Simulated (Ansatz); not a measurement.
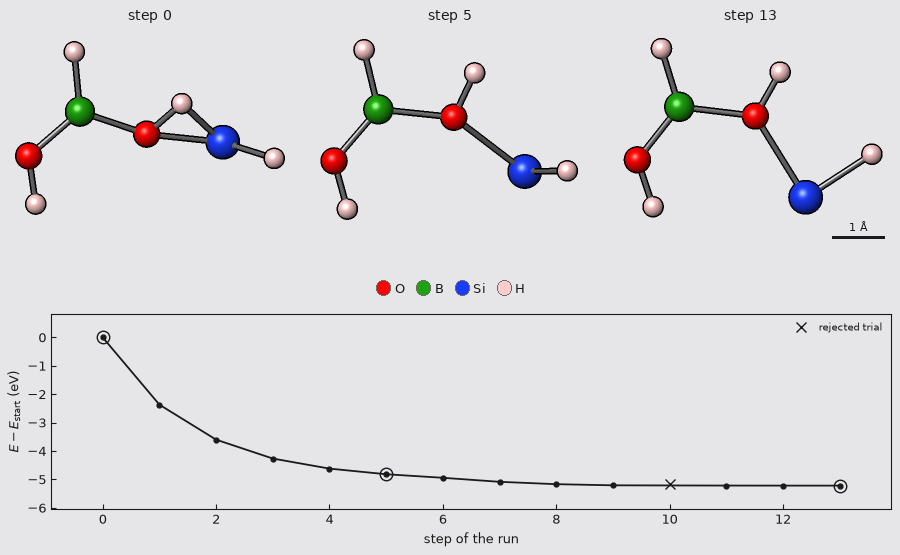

Frames of a relaxation of BSiH4O2 (charge +1), marked on the history of the run. The picture is a ball-and-stick view, seen face on.

It is one of the separated reactants of a reaction.

The calculation used RKS PBE-D4/def2-SVP (Ansatz). Set-up: force threshold 0.03 eV/Å; at most 250 steps.

**Describe the path.**

The energy falls by 5.217 eV in 12 accepted moves (13 points after the start). Largest force component: 16 eV/Å at the start, 0.0062 eV/Å at the end. The line search rejected the trial step at point 10 of the run. The atom that moves furthest after the best rigid fit is the Si atom (1.19 Å). By element the largest moves are Si 1.19 Å, H 0.62 Å, O 0.52 Å, B 0.10 Å. Among the contacts that change: H–Si 1.349 → 2.525 Å, O–Si 1.546 → 1.888 Å, H–Si 1.469 → 1.533 Å, B–O 1.427 → 1.489 Å. Bonds break, among them: H–Si (1.35 → 2.52 Å). Among the angles between lasting bonds that change: Si–O–H 59.7° → 119.5°, B–O–Si 167.9° → 128.8°, O–Si–H 118.1° → 88.2°. The run took 17 s on 2 threads of Arm Neoverse V2, on a shared host. From step 0 to 5: Si and H atoms move most (0.64 Å), energy −4.816 eV. From step 5 to 13: the Si atom moves most (0.89 Å), energy −0.401 eV.
